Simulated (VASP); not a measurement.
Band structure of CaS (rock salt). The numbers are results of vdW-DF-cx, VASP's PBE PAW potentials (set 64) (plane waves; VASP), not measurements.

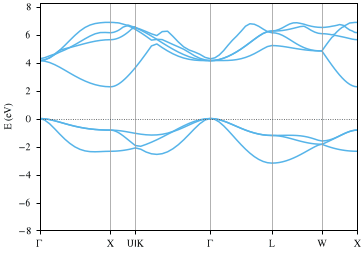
Figure. Bands along high-symmetry lines, zero at the valence-band maximum or, without a gap, the Fermi level

Read the plot: is there a gap, and where are the band edges?

The gap is indirect, 2.27 eV, from the valence maximum at Γ to the conduction minimum at X. (Edges off the drawn lines would not show.)

Measured: gap 4.43 eV (computed value off by -2.16 eV), as given by David Waroquiers et al., Physical Review B (2013), arXiv:1302.6756.

The compound is CaS in the rock salt structure. It was relaxed first.
